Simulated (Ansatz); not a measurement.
# OF2 (oxygen difluoride): CCSDTQ/STO-3G

What is the vertical ionisation energy of OF2 (oxygen difluoride) at CCSDTQ/STO-3G? 

Program for the calculation: Ansatz 0.2.0.

43 further runs of the same task are left out: 6 that didn't finish, 37 set aside as unsound or not needed.

### Step 1. The system as given

OF2: 3 atoms, total charge 0, spin state singlet. As SMILES, `FOF`. The shape is that of a PBE0-D4/def2-TZVP optimisation.

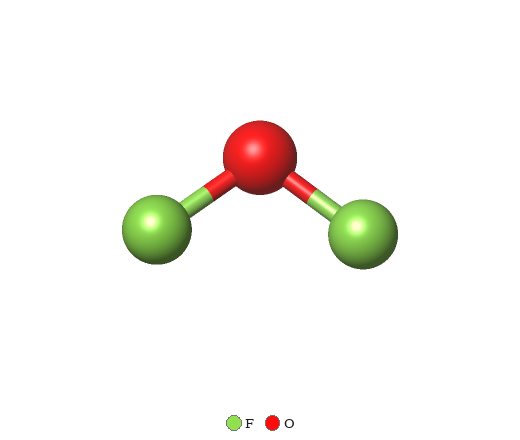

The structure, seen from a chosen angle (fluorine green, oxygen red).

### Step 2. A single-point energy at CCSDTQ/STO-3G

The input, run.yaml:

```yaml
crystal:
  periodic: [false, false, false]
  atoms:
    - {symbol: F, position_ang: [0.953290, -0.339960, 0.488270]}
    - {symbol: O, position_ang: [0.000520, 0.563910, 0.062040]}
    - {symbol: F, position_ang: [-0.953810, -0.223960, -0.550310]}
basis:
  gaussian: {orbitals: STO-3G}
magnetization: {spin_polarized: false, initial_magnetization: 0}
correlation: {method: ccsdtq, frozen_orbitals: {F: 1, O: 1}}
accuracy: high
scf: {omitted_lower_state_checks: [cluster_reference, increment]}
```

Started as:

```
$ ansatz run run.yaml --threads 1 --pin off --max-ram 3480MiB --events-out events.jsonl --progress --plain --runs-dir runs
```

The log of the run (excerpt; [...] marks lines left out):

```text
Warning: RAYON_NUM_THREADS=1 ignored (pool sized by the plan → 1); use --threads N
Functional definition: HF
  name "HF"
[...]
250 factors; integrals over basis functions are off by at most 4.6e-8 eV
[...]
mean field -7341.52025678 eV, -269.7958931757 hartree, gradient 7.0e-9 eV, S^2 0.000000; 0 other end points of the search recorded, 0 dependent functions left out
3 core orbitals not correlated: weight in the atoms' cores, before any rotation towards them, 1.000 or more for the frozen orbitals, at most 0.000 for the correlated occupied ones
reference -7341.52025678 eV, -269.7958931757 hartree; 10, 10 occupied and 2, 2 virtual orbitals, 250 factors
second order -2.34929541 eV of doubles, -0.00000000 eV of singles
cycle   1  -2.94582976 eV  change   -6.0e-1 eV  update   7.0e-2
[...]
cycle  25  -3.38238116 eV  change    2.0e-9 eV  update   1.5e-9
Total energy: -7344.90263794 eV, -269.9201933906 hartree
Checks for a lower state left out: cluster_reference, increment
```

It took 4.8 s on 1 thread of Intel Xeon 6975P-C (Granite Rapids), shared host; peak memory 0.17 GiB.

### Step 3. The doublet cation

The input, in.yaml:

```yaml
crystal:
  periodic: [false, false, false]
  atoms:
    - symbol: F
      position_ang: [0.953290, -0.339960, 0.488270]
    - symbol: O
      position_ang: [0.000520, 0.563910, 0.062040]
    - symbol: F
      position_ang: [-0.953810, -0.223960, -0.550310]
basis:
  gaussian:
    orbitals: STO-3G
total_charge: 1
magnetization:
  spin_polarized: true
  initial_magnetization: 1
correlation:
  method: ccsdtq
  frozen_orbitals: {F: 1, O: 1}
accuracy: high
scf:
  omitted_lower_state_checks: [cluster_reference, increment]
```

Started as:

```
$ ansatz run in.yaml --threads 1 --pin off --max-ram 3480MiB --events-out events.jsonl --progress --plain --runs-dir runs
```

The log of the run (excerpt; [...] marks lines left out):

```text
Warning: RAYON_NUM_THREADS=1 ignored (pool sized by the plan → 1); use --threads N
Functional definition: HF
  name "HF"
[...]
250 factors; integrals over basis functions are off by at most 4.6e-8 eV
[...]
mean field -7332.10219497 eV, -269.4497857877 hartree, gradient 1.5e-8 eV, S^2 0.927751; 0 other end points of the search recorded, 0 dependent functions left out
3 core orbitals not correlated: weight in the atoms' cores, before any rotation towards them, 1.000 or more for the frozen orbitals, at most 0.000 for the correlated occupied ones
reference -7332.10219497 eV, -269.4497857877 hartree; 10, 9 occupied and 2, 3 virtual orbitals, 250 factors
second order -2.43357602 eV of doubles, -0.00000000 eV of singles
cycle   1  -3.02370871 eV  change   -5.9e-1 eV  update   1.1e-1
[...]
cycle  43  -4.57205786 eV  change   5.0e-10 eV  update  8.2e-10
Total energy: -7336.67425283 eV, -269.6178058150 hartree
Checks for a lower state left out: cluster_reference, increment
```

Wall time 65 s (1 thread of Intel Xeon 6975P-C (Granite Rapids), shared host); peak memory 0.57 GiB.

### Step 4. What came out

Level: CCSDTQ/STO-3G, 3 core orbitals frozen.

| quantity | value |
| --- | --- |
| singlet OF2: total energy | -269.92019 Eh |
| singlet OF2: correlation energy (3 core orbitals frozen) | -124.3 mEh |
| singlet OF2: T1 diagnostic | 0.010 |
| doublet cation: total energy | -269.61781 Eh |
| doublet cation: correlation energy (3 core orbitals frozen) | -168.0 mEh |
| doublet cation: ⟨S²⟩ of the reference determinant | 0.928 |
| doublet cation: T1 diagnostic | 0.068 |
| vertical ionisation energy (to the doublet cation) | 8.228 eV |

In words: The vertical ionisation energy comes to 8.23 eV (794 kJ/mol). In a minimal basis such a difference can be off by several eV, whatever the method. ⟨S²⟩ (doublet cation) is 0.93 where a pure doublet has 0.75: the reference is spin-contaminated.
